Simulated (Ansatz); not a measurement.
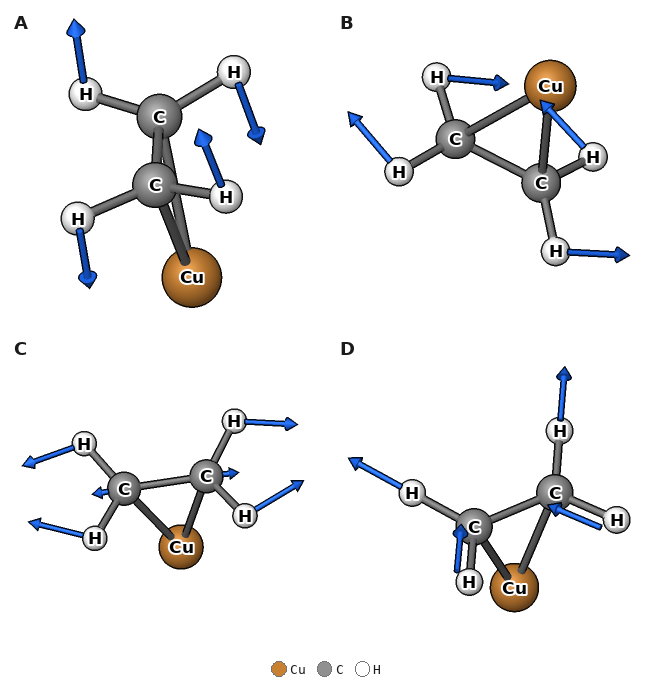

4 normal modes of one molecule or complex, as arrows. The species has charge +1 and is a spin singlet. Harmonic vibrations computed with RKS PBE0-D4/def2-TZVP (Ansatz 0.2.0) at a stationary point of the same level. Other spin states may lie lower.

Question: Match the panels to the wavenumbers 827 cm⁻¹, 1065 cm⁻¹, 1334 cm⁻¹, 3238 cm⁻¹.

Answer: A: 1065 cm⁻¹, Cu–C–H bending
B: 827 cm⁻¹, C–C–H bending
C: 1334 cm⁻¹
D: 3238 cm⁻¹, out-of-phase stretching of 4 C–H bonds
